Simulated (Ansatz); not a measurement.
## TiCo (Pm-3m): Drude plasma energy against volume

The cell of TiCo (Pm-3m) is scaled evenly and the response computed anew at each volume, on one mesh.

Cell: a, b, c = 2.986, 2.986, 2.986 Å (primitive vectors), 2 atoms.

Method: Ansatz 0.2.0, PBEsol, independent particles, k-mesh 14×14×14 with interpolation inside its cells, Gaussian parameter 0.1 eV.

Launch of the response step: `ansatz run input.yaml --threads 4 --pin off --max-ram 8192MiB --backend cpu --events-out ev --progress --plain --runs-dir out`. The series took 4.0 min in all, on 4 threads of Intel(R) Xeon(R) Processor @ 2.50GHz (Skylake/Cascade Lake), on a shared host.

| V/V₀ | V (Å³, primitive cell) | Drude plasma energy (eV) |
| --- | --- | --- |
| 0.94 | 25.03 | 6.004 |
| 0.96 | 25.56 | 5.900 |
| 0.98 | 26.09 | 5.800 |
| 1.00 | 26.63 | 5.704 |
| 1.02 | 27.16 | ? |
| 1.04 | 27.69 | 5.521 |
| 1.06 | 28.22 | 5.434 |

For small changes the quantity should be close to linear in ln V.

Working, on the rows shown:

| x = ln(V/V₀) | y = Drude plasma energy |
| --- | --- |
| -0.0618754 | 6.004 |
| -0.040822 | 5.9 |
| -0.0202027 | 5.8 |
| 0 | 5.704 |
| 0.0392207 | 5.521 |
| 0.0582689 | 5.434 |

Means: x̄ = -0.0042351, ȳ = 5.7272. Σ(x − x̄)(y − ȳ) = -0.05082, Σ(x − x̄)² = 0.01073. Slope = -0.05082 / 0.01073 = -4.737; intercept = ȳ − slope · x̄ = 5.7071. The line misses the rows shown by at most 0.0038 eV.

**Question.** Fill in the last column of the withheld row.

**Answer.** At x = 0.019803 the line gives y = 5.6133 eV. The run gave 5.611 eV, so the interpolation is off by 0.0023 eV, 0.4 % of the range in the table.

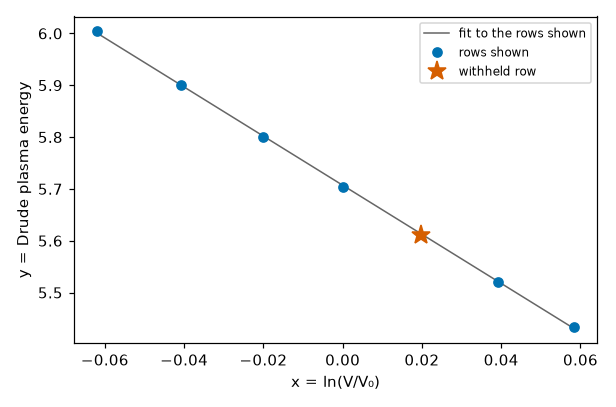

Between the rows on either side of x = 0 the slope is (5.611 − 5.8) / (0.019803 − (-0.020203)) = -4.724. So d ln ωp/d ln V = -0.83; free electrons would give −0.50. The values come from a sum over the points of one k-mesh and carry its error, which is largest for Fermi-surface quantities.
